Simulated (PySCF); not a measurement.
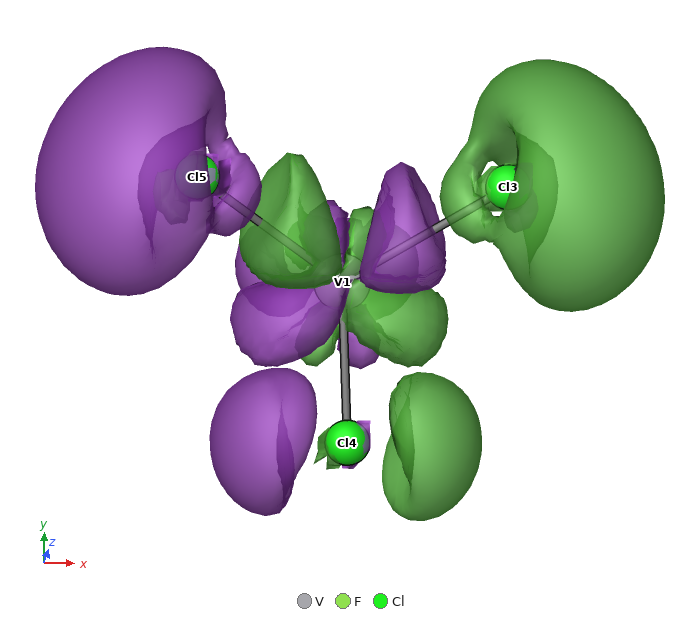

Figure. Cl₃FV, doublet. Change of the electron density in a uniform field of 0.41 V/Å, surfaces at ±0.003 e/Å³ (purple: gain, green: loss).

Method: BLYP/def2-SVPD; geometry: GFN2-xTB; program: PySCF. This is a single-reference result, which may miss multireference character in this system. No frequency check shows the geometry to be a minimum. The stability of the open-shell solution wasn't checked. GFN2-xTB bond lengths at metals and heavier atoms can be off by up to 0.1 Å and shapes distorted, which carries into these values. GFN2-xTB doesn't know the spin state, so this open-shell geometry is rough.

Cartesian coordinates (Å):

```
V1       0.0000   -0.0018   -0.3688
F2      -0.0001    0.7335   -1.8316
Cl3      1.6351    0.7716    0.6557
Cl4     -0.0012   -1.9310    0.1569
Cl5     -1.6340    0.7735    0.6560
```

The field was applied in both directions; the picture shows the one opposite to the script's first.

Question: Along which Cartesian direction does the field point?

Answer: Along +x: electrons gather on the −x side, against the field.

Question: What dipole is induced, and what polarisability does it imply?

Answer: The induced dipole is 1.75 D (along the field); α along this axis, from the fields in both directions, is 86 bohr³ (12.7 Å³).

Cost of the run: 110 s on 1 thread of Intel(R) Xeon(R) Processor @ 2.70GHz, on a shared host, peak memory 0.53 GiB.
